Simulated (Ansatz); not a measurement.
**AlN$_{2}$H$_{6}$Cl: geometry relaxation (part 1 of 2)**

AlN$_{2}$H$_{6}$Cl, computed with RKS B3LYP-D4/6-31G* (Ansatz 0.2.0).

It belongs to a series of runs on one base structure; here: end point A relaxed. Figures and captions count atoms from 1; the log counts them from 0 in places.

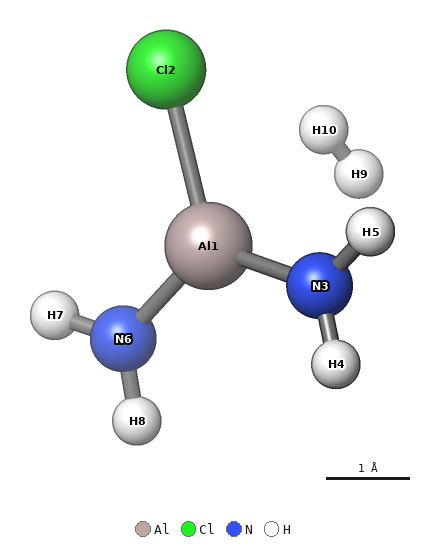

**Figure 1.** The input geometry (ball-and-stick view, seen at a tilt; atoms are numbered from 1 in the order of the input). Sticks mark near contacts.

Input file:
```yaml
crystal:
  periodic: [false, false, false]
  atoms:
    - { symbol: Al, position_ang: [-0.014206, -0.159231, -0.054536] }
    - { symbol: Cl, position_ang: [-0.057173, -0.395206, 2.130461] }
    - { symbol: "N", position_ang: [1.555998, 0.005775, -0.849676] }
    - { symbol: H, position_ang: [1.706985, -0.075792, -1.848635] }
    - { symbol: H, position_ang: [2.43518, 0.09672, -0.355915] }
    - { symbol: "N", position_ang: [-1.567153, -0.234745, -0.896799] }
    - { symbol: H, position_ang: [-2.445433, -0.437532, -0.436293] }
    - { symbol: H, position_ang: [-1.708399, -0.059546, -1.883611] }
    - { symbol: H, position_ang: [0.160616, 2.472972, 0.767176] }
    - { symbol: H, position_ang: [0.087985, 2.051684, 1.332827] }
basis:
  gaussian: { orbitals: "6-31G*" }
hamiltonian:
  xc: b3lyp
  dispersion: d4
relax:
  f_tol: 0.03
  max_steps: 50
output:
  orbitals: {}
```

Launch command:
```bash
ansatz run input.yaml --threads 1 --pin off --max-ram 2048MiB --backend cpu --events-out ev --progress --plain --runs-dir out
```

What the program printed:
```
The last accepted step is kept in [file] (removed where the run ends without a failure and the disk answers)
Engine: ansatz 0.2.0, aarch64-unknown-linux-gnu
Functional definition: B3LYP
  parameter a0 = 0.2
  parameter ax = 0.72
  parameter ac = 0.81
  exchange = (1 - a0 - ax)*slater_x + ax*b88_x + a0*exact_x
  correlation = (1 - ac)*vwn_rpa_c + ac*lyp_c
883 factors; integrals over basis functions are off by at most 4.5e-4 eV
mean field evaluation 1: about -22187.4733 eV, gradient 8.1e1 eV
mean field evaluation 2: about -22168.3213 eV, gradient 1.2e2 eV
mean field evaluation 4: about -22200.4025 eV, gradient 3.9e0 eV
mean field evaluation 8: about -22200.4482 eV, gradient 1.5e-1 eV
mean field evaluation 16: about -22200.4483 eV, gradient 8.7e-6 eV
mean field -22200.44829525 eV, -815.8514268461 hartree, gradient 8.7e-6 eV, S^2 0.000000; 0 other end points of the search recorded, 0 dependent functions left out
the calculation of the forces begins
reference -22200.44855419 eV, -815.8514363621 hartree; 25, 25 occupied and 55, 55 virtual orbitals, 883 factors
relax step   1: F+E_penalty+E_count = -22200.75114858 eV  Δ(F+E_penalty+E_count) = +0.000e0 eV  max|allowed force component| = 1.175e0 eV/Å  Δτ_max = 0.0000 Å  (26 SCF iters, accepted)
these checks for a lower state are left out or cut short: starts, cluster_reference, orbital_swaps, neighbouring_geometries, increment
883 factors; integrals over basis functions are off by at most 4.5e-4 eV
mean field -22200.56833413 eV, -815.8558381936 hartree, gradient 9.3e-6 eV, S^2 0.000000; 0 other end points of the search recorded, 0 dependent functions left out
[... from here on the field's lines of each further geometry are left out, up to the last ...]
relax step   2: F+E_penalty+E_count = -22200.86493559 eV  Δ(F+E_penalty+E_count) = -1.138e-1 eV  max|allowed force component| = 4.228e-1 eV/Å  Δτ_max = 0.1946 Å  (28 SCF iters, accepted)
relax step   3: F+E_penalty+E_count = -22200.88034900 eV  Δ(F+E_penalty+E_count) = -1.541e-2 eV  max|allowed force component| = 2.104e-1 eV/Å  Δτ_max = 0.1216 Å  (25 SCF iters, accepted)
relax step   4: F+E_penalty+E_count = -22200.88718742 eV  Δ(F+E_penalty+E_count) = -6.838e-3 eV  max|allowed force component| = 1.824e-1 eV/Å  Δτ_max = 0.1511 Å  (25 SCF iters, accepted)
relax step   5: F+E_penalty+E_count = -22200.88959368 eV  Δ(F+E_penalty+E_count) = -2.406e-3 eV  max|allowed force component| = 5.129e-2 eV/Å  Δτ_max = 0.0476 Å  (28 SCF iters, accepted)
relax step   6: F+E_penalty+E_count = -22200.88944331 eV  Δ(F+E_penalty+E_count) = +1.504e-4 eV  max|allowed force component| = 1.250e-1 eV/Å  Δτ_max = 0.0848 Å  (27 SCF iters, rejected (line search))
relax step   7: F+E_penalty+E_count = -22200.89085250 eV  Δ(F+E_penalty+E_count) = -1.259e-3 eV  max|allowed force component| = 1.808e-2 eV/Å  Δτ_max = 0.0424 Å  (27 SCF iters, accepted)
relax step   8: F+E_penalty+E_count = -22200.89115056 eV  Δ(F+E_penalty+E_count) = -2.981e-4 eV  max|allowed force component| = 6.968e-2 eV/Å  Δτ_max = 0.0695 Å  (27 SCF iters, accepted)
relax step   9: F+E_penalty+E_count = -22200.89114660 eV  Δ(F+E_penalty+E_count) = +3.966e-6 eV  max|allowed force component| = 9.774e-2 eV/Å  Δτ_max = 0.0297 Å  (23 SCF iters, rejected (line search))
relax step  10: F+E_penalty+E_count = -22200.89142992 eV  Δ(F+E_penalty+E_count) = -2.794e-4 eV  max|allowed force component| = 1.915e-2 eV/Å  Δτ_max = 0.0149 Å  (22 SCF iters, accepted)
relax step  11: F+E_penalty+E_count = -22200.89159265 eV  Δ(F+E_penalty+E_count) = -1.627e-4 eV  max|allowed force component| = 2.850e-2 eV/Å  Δτ_max = 0.0401 Å  (27 SCF iters, accepted)
relax step  12: F+E_penalty+E_count = -22200.89167643 eV  Δ(F+E_penalty+E_count) = -8.378e-5 eV  max|allowed force component| = 3.794e-2 eV/Å  Δτ_max = 0.0480 Å  (28 SCF iters, accepted)
relax step  13: F+E_penalty+E_count = -22200.89171573 eV  Δ(F+E_penalty+E_count) = -3.930e-5 eV  max|allowed force component| = 8.096e-2 eV/Å  Δτ_max = 0.0588 Å  (28 SCF iters, accepted)
the calculation of the forces begins
reference -22200.60729211 eV, -815.8572698731 hartree; 25, 25 occupied and 55, 55 virtual orbitals, 883 factors
relax step  14: F+E_penalty+E_count = -22200.89190470 eV  Δ(F+E_penalty+E_count) = -1.890e-4 eV  max|allowed force component| = 2.303e-2 eV/Å  Δτ_max = 0.0084 Å  (23 SCF iters, accepted)
```

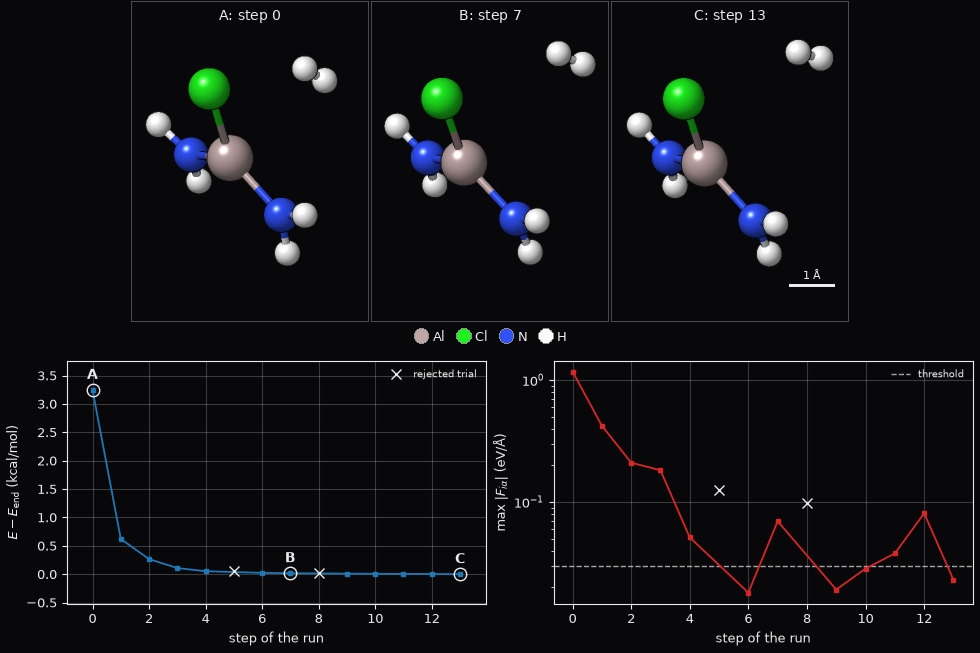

**Figure 2.** Frames of the relaxation (ball-and-stick view, seen at a tilt) above the curves, on which the letters mark them (the first geometry is step 0 here and step 1 in the log).

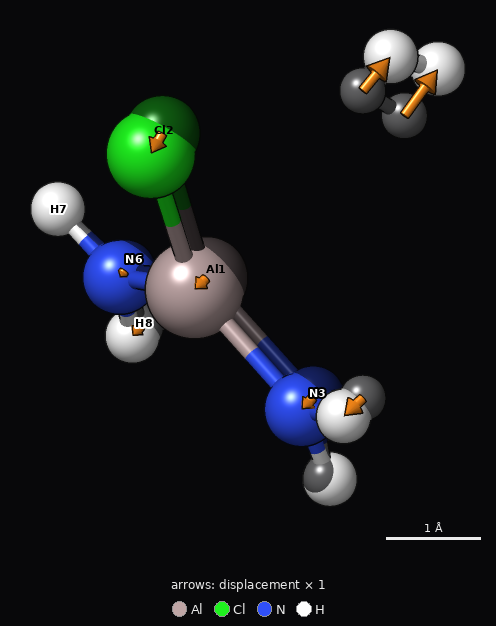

**Figure 3.** Start (faint) and end (solid) with the displacements as orange arrows, at true length (ball-and-stick view, seen at a tilt). The two geometries are laid on each other by the best rigid fit. The atom that moves furthest after the best rigid fit is H9 (0.63 Å). Largest moves by element: H 0.63 Å, Cl 0.26 Å, N 0.19 Å, Al 0.18 Å. Among the contacts that change: Al1–Cl2 2.198 → 2.120 Å, H9–H10 0.709 → 0.744 Å. After 13 geometry steps the energy has fallen by 3.25 kcal/mol. The largest force component goes from 1.2 to 0.023 eV/Å. The line search rejected the trial steps at points 5, 8 (counted from 0) and went back. (Atoms are counted from 1 in the order of the input.)

```
883 factors; integrals over basis functions are off by at most 4.5e-4 eV
mean field -22200.60703138 eV, -815.8572602911 hartree, gradient 1.1e-5 eV, S^2 0.000000; 1 other end points of the search recorded, 0 dependent functions left out
the calculation of the forces begins
reference -22200.60729211 eV, -815.8572698731 hartree; 25, 25 occupied and 55, 55 virtual orbitals, 883 factors
Total energy: -22200.89216543 eV, -815.8677387745 hartree
Atom 0 at     0.006880    -0.336240    -0.088940 Å, force     0.001355     0.001672     0.001300 eV/Å
Atom 1 at     0.003157    -0.601130     2.014166 Å, force     0.001015     0.000515    -0.003771 eV/Å
Atom 2 at     1.569372    -0.179457    -0.904888 Å, force    -0.010554    -0.001908     0.001404 eV/Å
Atom 3 at     1.702370    -0.046623    -1.898698 Å, force     0.004469    -0.000697    -0.002150 eV/Å
Atom 4 at     2.459052    -0.199051    -0.424161 Å, force    -0.000053    -0.000298     0.001190 eV/Å
Atom 5 at    -1.553394    -0.312551    -0.924000 Å, force     0.008529    -0.000872     0.000308 eV/Å
Atom 6 at    -2.443144    -0.413662    -0.453524 Å, force     0.001798     0.000383    -0.003734 eV/Å
Atom 7 at    -1.685769    -0.195315    -1.919995 Å, force    -0.004982     0.000916     0.004976 eV/Å
Atom 8 at     0.055998     3.047956     1.000058 Å, force    -0.001149    -0.022739     0.021476 eV/Å
Atom 9 at     0.039879     2.501172     1.504981 Å, force    -0.000428     0.023027    -0.020999 eV/Å
Dipole moment:     0.000530     0.092954    -0.608353 e Å
```

Trajectory as extended XYZ (Å, eV, eV/Å), 14 frames, from step=1 to step=14:
```
10
Properties=species:S:1:pos:R:3:forces:R:3 step=1 energy=-22200.75115
Al   -0.0142   -0.1592   -0.0545   -0.0283  -0.1918   0.9414
Cl   -0.0572   -0.3952    2.1305    0.0143  -0.1222  -0.8765
N     1.5560    0.0058   -0.8497    0.0175  -0.0146  -0.0641
H     1.7070   -0.0758   -1.8486    0.0154   0.0236   0.0958
H     2.4352    0.0967   -0.3559   -0.0384  -0.0122  -0.0366
N    -1.5672   -0.2347   -0.8968   -0.0091   0.0077  -0.0152
H    -2.4454   -0.4375   -0.4363    0.0269   0.0116  -0.0160
H    -1.7084   -0.0595   -1.8836   -0.0082  -0.0097   0.0273
H     0.1606    2.4730    0.7672    0.1588   0.9822  -1.1751
H     0.0880    2.0517    1.3328   -0.1490  -0.6746   1.1190
10
Properties=species:S:1:pos:R:3:forces:R:3 step=2 energy=-22200.86494
Al   -0.0105   -0.2946   -0.0407   -0.0406   0.0759   0.3597
Cl   -0.0541   -0.5855    2.0897    0.0270  -0.0160  -0.4228
N     1.5508   -0.0330   -0.8347   -0.0218  -0.0598  -0.1625
H     1.6983   -0.0289   -1.8398   -0.0150   0.0091   0.1933
H     2.4294    0.0611   -0.3424   -0.0046  -0.0242  -0.0065
N    -1.5662   -0.2638   -0.8877    0.0348  -0.0227  -0.0728
H    -2.4514   -0.4595   -0.4387    0.0007  -0.0060  -0.0092
H    -1.7026   -0.0256   -1.8638    0.0184  -0.0400   0.1058
H     0.1790    2.6551    0.7284    0.0170   0.0733  -0.0621
H     0.0817    2.2397    1.3348   -0.0160   0.0103   0.0771
10
Properties=species:S:1:pos:R:3:forces:R:3 step=3 energy=-22200.88035
Al   -0.0127   -0.3038   -0.0479   -0.0321   0.0534   0.0671
Cl   -0.0532   -0.6130    2.0587    0.0194  -0.0099  -0.1439
N     1.5494   -0.0586   -0.8478   -0.0335  -0.0401  -0.1747
H     1.6958   -0.0554   -1.8535   -0.0261   0.0185   0.2104
H     2.4289    0.0375   -0.3580    0.0041  -0.0244   0.0015
N    -1.5669   -0.2871   -0.9003    0.0465   0.0001  -0.0902
H    -2.4534   -0.4711   -0.4493   -0.0011  -0.0083  -0.0080
H    -1.7012   -0.0680   -1.8816    0.0212  -0.0337   0.1316
H     0.1886    2.7442    0.7817   -0.0235  -0.0869   0.1662
H     0.0791    2.3403    1.4031    0.0251   0.1313  -0.1600
10
Properties=species:S:1:pos:R:3:forces:R:3 step=4 energy=-22200.88719
Al   -0.0168   -0.3249   -0.0848    0.0152   0.0414   0.1824
Cl   -0.0458   -0.6066    2.0213    0.0090  -0.0261  -0.0612
N     1.5530   -0.0884   -0.8653    0.0032  -0.0291  -0.0168
H     1.7030   -0.0399   -1.8641    0.0301   0.0133  -0.0140
H     2.4336   -0.0547   -0.3667   -0.0518  -0.0032  -0.0226
N    -1.5749   -0.3256   -0.9208    0.0205  -0.0058  -0.0364
H    -2.4556   -0.5134   -0.4602   -0.0052   0.0054  -0.0017
H    -1.7182   -0.1098   -1.8980   -0.0216  -0.0127  -0.0253
H     0.1968    2.8593    0.8615    0.0100   0.0395  -0.0326
H     0.0791    2.4692    1.4820   -0.0096  -0.0227   0.0281
```
